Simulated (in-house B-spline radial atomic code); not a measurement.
**Ba⁴⁺: excited configurations**

How much energy does it take to promote electrons of Ba⁴⁺ to other shells? Each configuration is solved by itself and compared with the reference.

The numbers are computed with in-house B-spline radial atomic code version 1 (scalar-relativistic (spin-free one-electron X2C) PBEsol, spin-polarised, spherical fractional occupations, Fermi nucleus, basis-set limit), except any that are marked as measured or tabulated.

## (1) What is computed

```
element       : barium (Z = 56)
charge        : +4
electrons     : 52
configuration : [Kr] 4d10 5s2 5p4
Hamiltonian   : scalar-relativistic (X2C)
nucleus       : Fermi, rms radius 4.838 fm
```

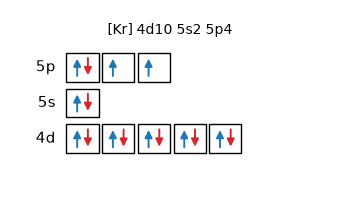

Occupation of the outer shells (arrows by Hund's rule).

Where spins are not typed, each open shell is filled with up spins first.

The run's settings:

```ini
Z = 56
electrons = 52.0
configuration = [Kr] 4d10 5s2 5p4
hamiltonian = x2c
method = pbesol
spin_polarised = True
nucleus = fermi
rms_radius = 4.8378
mass_number = 138
atomic_mass = 137.905247059
speed_of_light = 137.035999084
```

From the earlier run of the reference: total energy -8127.410133 hartree. Levels, eight at most:

| orbital | occupation | energy (eV) | <r> (bohr) |
| --- | --- | --- | --- |
| 4p up | 3 | -220.52 | 0.7148 |
| 4p down | 3 | -220.27 | 0.7144 |
| 4d up | 5 | -129.18 | 0.7986 |
| 4d down | 5 | -128.82 | 0.7964 |
| 5s up | 1 | -71.076 | 1.575 |
| 5s down | 1 | -69.218 | 1.572 |
| 5p up | 3 | -54.856 | 1.772 |
| 5p down | 1 | -52.929 | 1.777 |

## (2) Run with [Ar] 3d9 4s2 4p6 4d10 5s2 5p5

The settings differ from step 1 so:

```diff
@@ -2,3 +2,3 @@
 electrons = 52.0
-configuration = [Kr] 4d10 5s2 5p4
+configuration = [Ar] 3d9 4s2 4p6 4d10 5s2 5p5
 hamiltonian = x2c
```

From the run's result record (rounded, not every field):

```text
{
  "status": "converged",
  "iterations": 9,
  "energy [hartree]": {"total": -8099.12248229, "kinetic": 8650.13331776, "nuclear": -19587.8390965, "coulomb": 3031.40862099, "xc": -192.825324486},
  "orbitals [hartree, bohr; first row names the columns]": [
    ["name", "occ", "eps", "<r>"],
    ["1s up", 1.0, -1369.1093, 0.024951],
    ["1s down", 1.0, -1369.1049, 0.02495],
    ["2s up", 1.0, -219.48975, 0.1092],
    ["2s down", 1.0, -219.39259, 0.10917],
    ["2p up", 3.0, -197.4348, 0.095848],
    ["2p down", 3.0, -197.35844, 0.095823],
    ["3s up", 1.0, -48.546768, 0.29006],
    ["3s down", 1.0, -48.435774, 0.29022],
    ["3p up", 3.0, -41.463725, 0.28748],
    ["3p down", 3.0, -41.351406, 0.28768],
    ["3d up", 5.0, -31.180364, 0.26361],
    ["3d down", 4.0, -31.048914, 0.26388],
    ["4s up", 1.0, -10.957955, 0.66269],
    ["4s down", 1.0, -10.935787, 0.66324],
    ["4p up", 3.0, -8.6230131, 0.69992],
    ["4p down", 3.0, -8.602235, 0.70047],
    ["4d up", 5.0, -5.2072789, 0.76971],
    ["4d down", 5.0, -5.1860878, 0.77018],
    ["5s up", 1.0, -2.7243501, 1.53],
    ["5s down", 1.0, -2.689117, 1.5303],
    ["5p up", 3.0, -2.1002983, 1.7152],
    ["5p down", 2.0, -2.0649451, 1.7194]
  ],
  "sum_r [bohr^k]": {"-1": 357.3637, "1": 30.39381, "2": 34.56185},
  "energy_minus_base [hartree]": 28.2876502
}
```

Wall time 0.3 s (1 thread, shared host).

energy_minus_base is the energy less that of the reference run.

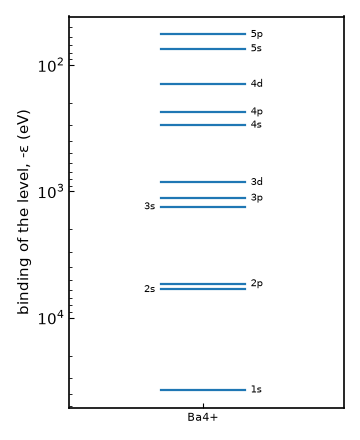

Orbital energies of this run on a logarithmic scale (up spins).

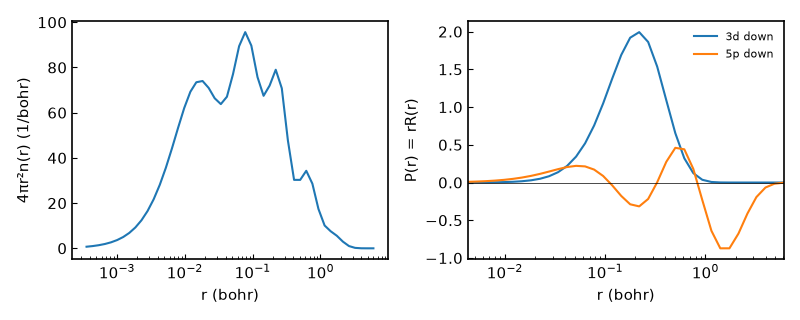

Radial density (left) and the radial functions of 3d down, 5p down (right).

Clear maxima of the radial density (full grid of the record): 0.018, 0.078, 0.22, 0.62 bohr.

X-ray form factor of the spherical density:

| sinθ/λ (1/Å) | f (electrons) |
| --- | --- |
| 0 | 52.000 |
| 0.1 | 49.622 |
| 0.2 | 44.104 |
| 0.3 | 38.239 |
| 0.4 | 33.371 |
| 0.6 | 26.191 |
| 0.8 | 21.117 |
| 1 | 17.794 |
| 1.4 | 13.821 |
| 1.8 | 10.630 |
| 2.5 | 6.759 |
| 4 | 4.205 |
| 6 | 2.348 |

## (3) [Ar] 3d10 4s2 4p5 4d10 5s2 5p5

The settings differ from step 2 so:

```diff
@@ -2,3 +2,3 @@
 electrons = 52.0
-configuration = [Ar] 3d9 4s2 4p6 4d10 5s2 5p5
+configuration = [Ar] 3d10 4s2 4p5 4d10 5s2 5p5
 hamiltonian = x2c
```

Main fields:

```text
{
  "status": "converged",
  "iterations": 9,
  "energy [hartree]": {"total": -8121.14411141, "kinetic": 8670.8782473, "nuclear": -19665.4057402, "coulomb": 3067.68394086, "xc": -194.300559363},
  "orbitals [hartree, bohr; first row names the columns]": [
    ["name", "occ", "eps", "<r>"],
    ["1s up", 1.0, -1367.6724, 0.02495],
    ["1s down", 1.0, -1367.6542, 0.024949],
    ["2s up", 1.0, -217.89094, 0.10922],
    ["2s down", 1.0, -217.88008, 0.10922],
    ["2p up", 3.0, -195.84625, 0.095859],
    ["2p down", 3.0, -195.82958, 0.09586],
    ["3s up", 1.0, -47.550687, 0.29175],
    ["3s down", 1.0, -47.534532, 0.29173],
    ["3p up", 3.0, -40.458792, 0.28959],
    ["3p down", 3.0, -40.440577, 0.28956],
    ["3d up", 5.0, -30.049001, 0.26652],
    ["3d down", 5.0, -30.031117, 0.26647],
    ["4s up", 1.0, -10.801691, 0.66958],
    ["4s down", 1.0, -10.745339, 0.66994],
    ["4p up", 3.0, -8.4875265, 0.70839],
    ["4p down", 2.0, -8.4329633, 0.70895],
    ["4d up", 5.0, -5.0948131, 0.78361],
    ["4d down", 5.0, -5.0444077, 0.78457],
    ["5s up", 1.0, -2.7099913, 1.5383],
    ["5s down", 1.0, -2.6710966, 1.5404],
    ["5p up", 3.0, -2.087813, 1.726],
    ["5p down", 2.0, -2.0501846, 1.7321]
  ],
  "sum_r [bohr^k]": {"-1": 358.7459, "1": 30.27392, "2": 34.74296},
  "energy_minus_base [hartree]": 6.26602113
}
```

Run time: 0.22 s. Hardware: 1 thread, shared host.

## (4) Configuration [Kr] 4d9 5s2 5p4 6s1

The settings differ from step 3 so:

```diff
@@ -2,3 +2,3 @@
 electrons = 52.0
-configuration = [Ar] 3d10 4s2 4p5 4d10 5s2 5p5
+configuration = [Kr] 4d9 5s2 5p4 6s1
 hamiltonian = x2c
```

Main fields:

```text
{
  "status": "converged",
  "iterations": 10,
  "energy [hartree]": {"total": -8123.51767001, "kinetic": 8673.91367554, "nuclear": -19663.0666597, "coulomb": 3059.82475422, "xc": -194.189440114},
  "orbitals [hartree, bohr; first row names the columns]": [
    ["name", "occ", "eps", "<r>"],
    ["1s up", 1.0, -1367.7329, 0.02495],
    ["1s down", 1.0, -1367.726, 0.02495],
    ["2s up", 1.0, -218.04349, 0.10922],
    ["2s down", 1.0, -218.02388, 0.10922],
    ["2p up", 3.0, -195.98836, 0.095867],
    ["2p down", 3.0, -195.97038, 0.095865],
    ["3s up", 1.0, -47.69686, 0.29177],
    ["3s down", 1.0, -47.682676, 0.29173],
    ["3p up", 3.0, -40.604304, 0.28961],
    ["3p down", 3.0, -40.588537, 0.28957],
    ["3d up", 5.0, -30.201618, 0.26651],
    ["3d down", 5.0, -30.181688, 0.26647],
    ["4s up", 1.0, -10.96823, 0.67022],
    ["4s down", 1.0, -10.912314, 0.67014],
    ["4p up", 3.0, -8.6567039, 0.70928],
    ["4p down", 3.0, -8.6006123, 0.70905],
    ["4d up", 5.0, -5.2694882, 0.78495],
    ["4d down", 4.0, -5.2114744, 0.78385],
    ["5s up", 1.0, -2.8795432, 1.5242],
    ["5s down", 1.0, -2.7920271, 1.5231],
    ["5p up", 3.0, -2.2445798, 1.7031],
    ["5p down", 1.0, -2.1562958, 1.7058],
    ["6s up", 1.0, -1.1373489, 3.1195]
  ],
  "sum_r [bohr^k]": {"-1": 358.7049, "1": 31.46693, "2": 41.56031},
  "energy_minus_base [hartree]": 3.89246253
}
```

It took 0.27 s on 1 thread, shared host.

## (5) Configuration [Kr] 4d9 5s2 5p5

The settings differ from step 4 so:

```diff
@@ -2,3 +2,3 @@
 electrons = 52.0
-configuration = [Kr] 4d9 5s2 5p4 6s1
+configuration = [Kr] 4d9 5s2 5p5
 hamiltonian = x2c
```

Main fields:

```text
{
  "status": "converged",
  "iterations": 9,
  "energy [hartree]": {"total": -8124.53097925, "kinetic": 8674.85331114, "nuclear": -19675.3163423, "coulomb": 3070.37455521, "xc": -194.442503281},
  "orbitals [hartree, bohr; first row names the columns]": [
    ["name", "occ", "eps", "<r>"],
    ["1s up", 1.0, -1367.507, 0.02495],
    ["1s down", 1.0, -1367.504, 0.02495],
    ["2s up", 1.0, -217.82451, 0.10922],
    ["2s down", 1.0, -217.80708, 0.10922],
    ["2p up", 3.0, -195.76801, 0.095869],
    ["2p down", 3.0, -195.75311, 0.095866],
    ["3s up", 1.0, -47.482096, 0.29178],
    ["3s down", 1.0, -47.471202, 0.29175],
    ["3p up", 3.0, -40.389268, 0.28962],
    ["3p down", 3.0, -40.377123, 0.28958],
    ["3d up", 5.0, -29.9864, 0.26652],
    ["3d down", 5.0, -29.96993, 0.26649],
    ["4s up", 1.0, -10.760391, 0.6704],
    ["4s down", 1.0, -10.71148, 0.67044],
    ["4p up", 3.0, -8.4496187, 0.70955],
    ["4p down", 3.0, -8.4010065, 0.70964],
    ["4d up", 5.0, -5.0638657, 0.78577],
    ["4d down", 4.0, -5.0158378, 0.78599],
    ["5s up", 1.0, -2.7062316, 1.5404],
    ["5s down", 1.0, -2.6643565, 1.5436],
    ["5p up", 3.0, -2.0850441, 1.7285],
    ["5p down", 2.0, -2.0457848, 1.7358]
  ],
  "sum_r [bohr^k]": {"-1": 358.9224, "1": 30.24198, "2": 34.71747},
  "energy_minus_base [hartree]": 2.87915329
}
```

Wall time 0.22 s (1 thread, shared host).

## (6) [Kr] 4d10 5s1 5p5

The settings differ from step 5 so:

```diff
@@ -2,3 +2,3 @@
 electrons = 52.0
-configuration = [Kr] 4d9 5s2 5p5
+configuration = [Kr] 4d10 5s1 5p5
 hamiltonian = x2c
```

Main fields:

```text
{
  "status": "converged",
  "iterations": 9,
  "energy [hartree]": {"total": -8126.81114621, "kinetic": 8676.60707141, "nuclear": -19694.9978228, "coulomb": 3086.56084974, "xc": -194.981244592},
  "orbitals [hartree, bohr; first row names the columns]": [
    ["name", "occ", "eps", "<r>"],
    ["1s up", 1.0, -1367.127, 0.02495],
    ["1s down", 1.0, -1367.1206, 0.02495],
    ["2s up", 1.0, -217.40571, 0.10922],
    ["2s down", 1.0, -217.40224, 0.10922],
    ["2p up", 3.0, -195.35151, 0.095868],
    ["2p down", 3.0, -195.3472, 0.095868],
    ["3s up", 1.0, -47.10078, 0.29184],
    ["3s down", 1.0, -47.095652, 0.29183],
    ["3p up", 3.0, -40.007237, 0.2897],
    ["3p down", 3.0, -40.001779, 0.28969],
    ["3d up", 5.0, -29.595564, 0.26666],
    ["3d down", 5.0, -29.590427, 0.26665],
    ["4s up", 1.0, -10.449066, 0.67372],
    ["4s down", 1.0, -10.438416, 0.67348],
    ["4p up", 3.0, -8.1526937, 0.7147],
    ["4p down", 3.0, -8.1409891, 0.71403],
    ["4d up", 5.0, -4.7948654, 0.79797],
    ["4d down", 5.0, -4.7780534, 0.7953],
    ["5s up", 1.0, -2.6397245, 1.5679],
    ["5p up", 3.0, -2.0379866, 1.762],
    ["5p down", 2.0, -1.9691052, 1.7745]
  ],
  "sum_r [bohr^k]": {"-1": 359.2698, "1": 29.83458, "2": 33.82586},
  "energy_minus_base [hartree]": 0.598986324
}
```

Wall time 0.22 s (1 thread, shared host).

## (7) The excitation energies

| net move | configuration | 2|M_S|+1 | energy above the reference (eV) | largest <r> (bohr) |
| --- | --- | --- | --- | --- |
| 5s → 5p | [Kr] 4d10 5s1 5p5 | 3 | 16.299 | 1.77 |
| 4d → 5p | [Kr] 4d9 5s2 5p5 | 3 | 78.346 | 1.74 |
| 4d → 6s | [Kr] 4d9 5s2 5p4 6s1 | 5 | 105.92 | 3.12 |
| 4p → 5p | [Ar] 3d10 4s2 4p5 4d10 5s2 5p5 | 3 | 170.51 | 1.73 |
| 3d → 5p | [Ar] 3d9 4s2 4p6 4d10 5s2 5p5 | 3 | 769.75 | 1.72 |

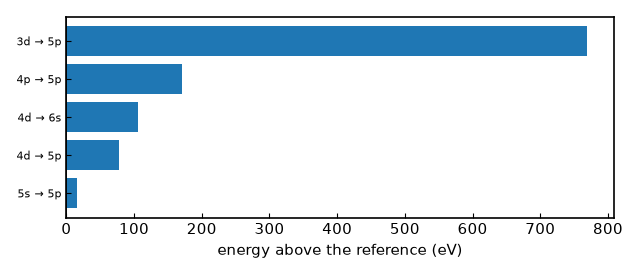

Energy of each configuration above the reference.

**Reading.** The energies run from 16.299 eV (5s → 5p) to 769.75 eV (3d → 5p). 3 of them lie more than 60 % above minus the reference's highest level (52.929 eV), in the range where a state can decay by emitting an electron. The reference has 2|M_S|+1 = 3; 1 of the configurations differ from it in spin. These are spherical averages at the typed spins, not spectroscopic levels.
